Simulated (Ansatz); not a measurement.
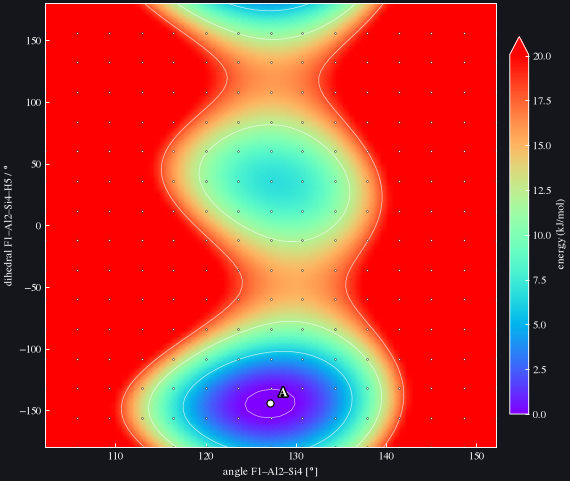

AlF₂H₂Si, SMILES [F][Al]([F])[SiH2-], charge −1. 
- Coordinates scanned: (1) angle F1–Al2–Si4; (2) dihedral F1–Al2–Si4–H5.
- Nothing is relaxed (all other coordinates rigid).
- Grid: 15 × 15 points.
- Points are written as (first, second).
- Energies are in kJ/mol, from the lowest grid point.
- Level of theory: RKS PBE0-D4/def2-SVPD (Ansatz).

Drawn: a smooth colour map with a few white contour lines, dots at the grid points, one colour for all values above the top of the scale, the well A. Between grid points the surface is interpolated.

> Estimate the position of the minimum and the force constants in these coordinates. Take the well at A.

The interpolated minimum is at angle F1–Al2–Si4 ≈ 127.2°, dihedral F1–Al2–Si4–H5 ≈ −144°. The curvatures there are about 5.1 eV/rad² and 0.29 eV/rad², with a cross term of about −0.1 eV/rad². Round the minimum the two coordinates are weakly coupled (coupling −0.09 in units of the two stiffnesses). (1 eV is 96.5 kJ/mol.)
